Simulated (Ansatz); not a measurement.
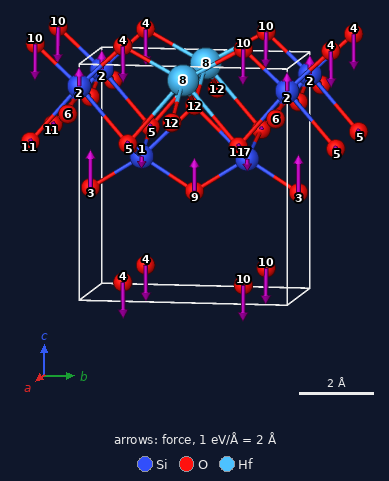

Starting geometry of solid HfSi3O8 (built on the tetragonal host type) with the computed forces as purple arrows. The picture is a ball-and-stick view of the cell of the calculation, seen slightly off an axis.

Computed with DFT, r2SCAN, plane waves, PAW (Ansatz). Set-up: plane-wave cutoff 500 eV; k-point mesh 6 × 4 × 4; occupations fermi dirac; smearing width 0.02 eV; no spin polarisation; cell and atoms relaxed; force threshold 0.005 eV/Å.

### Is this structure relaxed? If not, where do the atoms go?

It isn't relaxed: the largest force vector, on O3, is 0.53 eV/Å. Measured relative to the changing cell, the final displacements run against the starting forces (cosine between the two patterns −0.60). Over 12 accepted moves (15 points after the start) the energy falls by 0.198 eV per cell of the calculation. The largest force component goes from 0.53 to 0.0034 eV/Å. The pressure goes from −6.57 to −0.01 GPa. The line search rejected the trial step at point 9 of the run. At 2 points the geometry stayed and the basis and grid were re-selected for the new cell (energy shift of 11.3 meV per cell of the calculation at most each time). O9 moves most relative to the cell: 0.24 Å along −c. Largest moves by element: O 0.24 Å, Hf 0.16 Å, Si 0.12 Å. The volume changes by −12.1 %, with a 3.538 → 3.444 Å (−2.7 %), b 5.766 → 5.815 Å (+0.9 %), c 6.503 → 5.822 Å (−10.5 %). Some distances before and after: Hf8–Hf8 3.538 → 3.444 Å, Si2–O6 1.849 → 1.799 Å, Si1–O5 1.864 → 1.817 Å, Si2–O11 2.062 → 2.098 Å. Among the angles between lasting bonds that change: Si1–O3–Si7 116.0° → 120.9°, O12–Hf8–O12 124.7° → 120.1°, Hf8–O12–Hf8 124.7° → 120.1°. The space group stays Pmm2 (No. 25).
